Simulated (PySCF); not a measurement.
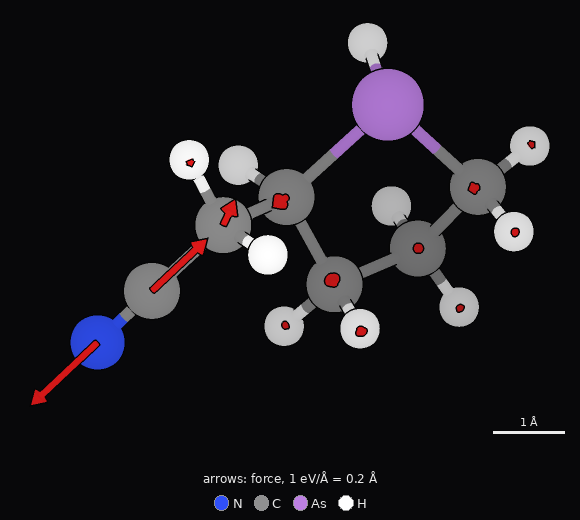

Starting geometry of C6H10AsN with the computed forces as red arrows. Style: ball-and-stick. Shown from a free direction.

The start comes from GFN2-xTB. Its atoms were then displaced at random by about 0.01 Å.

Computed with PySCF 2.14.0, density-fitted response routines, PBE0-D3(BJ)/def2-SVP geometry optimisation, gas phase. 

Question: Is this structure relaxed? If not, where do the atoms go?

Answer: It isn't relaxed: the largest force vector, on the N atom, is 6.99 eV/Å. The final displacements have little in common with the starting forces (cosine between the two patterns 0.30). The N atom moves most after the best rigid fit: 0.12 Å. By element the largest moves are N 0.12 Å, H 0.08 Å, C 0.04 Å, As 0.03 Å. Near-neighbour distances that change, for instance: C–C 1.584 → 1.530 Å, C–N 1.111 → 1.158 Å, C–C 1.425 → 1.461 Å, C–H 1.078 → 1.106 Å. Among the angles between lasting bonds that change: C–C–C 110.3° → 113.8°, As–C–H 110.0° → 106.9°, C–C–H 105.8° → 108.7°. After 8 geometry steps the energy has fallen by 29.2 kJ/mol. Cost: 2.4 min on 1 thread of Arm Neoverse V2, on a shared host.
